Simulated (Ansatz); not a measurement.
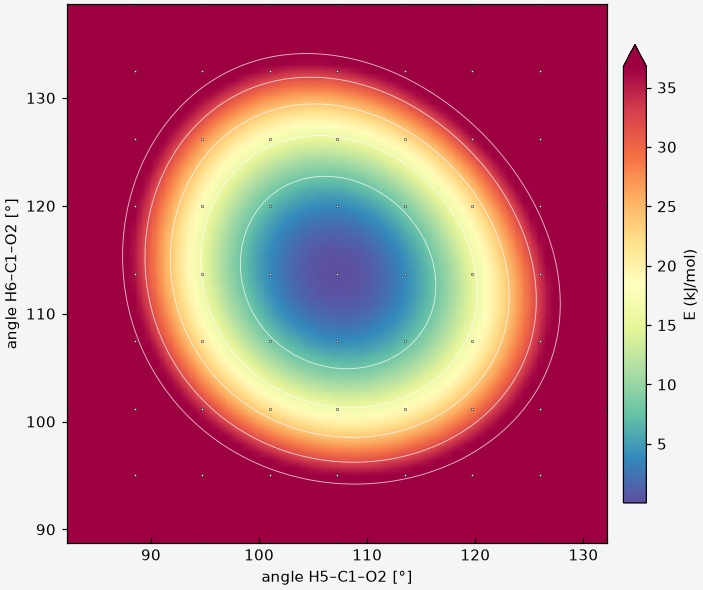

CH3AgO, SMILES C[O][Ag]. 
- The first coordinate is: angle H5–C1–O2; the second: angle H6–C1–O2.
- Nothing is relaxed (all other coordinates rigid).
- The scan uses a 9 × 9 grid.
- Energies are in kJ/mol, from the lowest grid point.
- The calculation used RKS r2SCAN-D4/def2-TZVP (Ansatz 0.2.0).

Drawn: a smooth colour map with a few white contour lines, dots at the grid points, one colour for all values above the top of the scale. Between grid points the surface is interpolated.

**Estimate the position of the minimum and the force constants in these coordinates.**

The interpolated minimum is at angle H5–C1–O2 ≈ 107.2°, angle H6–C1–O2 ≈ 113.7°. The curvatures there are about 6.7 eV/rad² and 6.9 eV/rad², with a cross term of about 0.76 eV/rad². Round the minimum the two coordinates are weakly coupled (coupling 0.11 in units of the two stiffnesses). (1 eV is 96.5 kJ/mol.)
